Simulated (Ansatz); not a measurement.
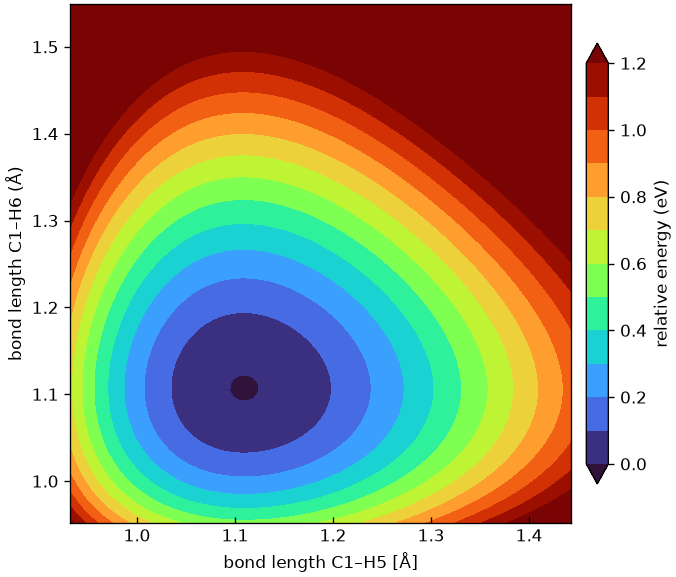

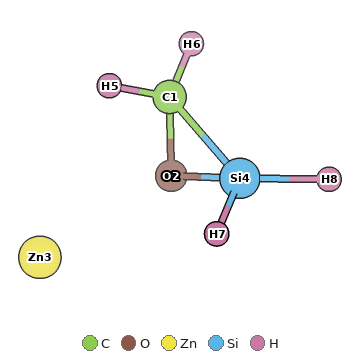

Energy landscape of CH₄OSiZn. Coordinates scanned: (1) bond length C1–H5; (2) bond length C1–H6. Nothing is relaxed (all other coordinates rigid). Grid: 9 × 9 points. Points are written as (first, second). Energies are in eV, from the lowest grid point. Method: Ansatz, RKS PBE-D4/def2-SVP.

The picture shows filled contours, one colour for all values above the top of the scale. Between grid points the surface is interpolated. The second picture is the structure at the lowest point.

What does the map say about the system?

The lowest grid point is at (1.124 Å, 1.101 Å). It is the only kind of minimum in the scanned range. The highest grid point, (1.443 Å, 1.549 Å), lies 2.40 eV above the lowest. Round the minimum the contours are nearly round: the two directions are equally stiff and uncoupled.

The whole map (81 points run) took 17 min on 1 thread of Intel(R) Xeon(R) Processor @ 2.50GHz (Skylake/Cascade Lake), on a shared host.
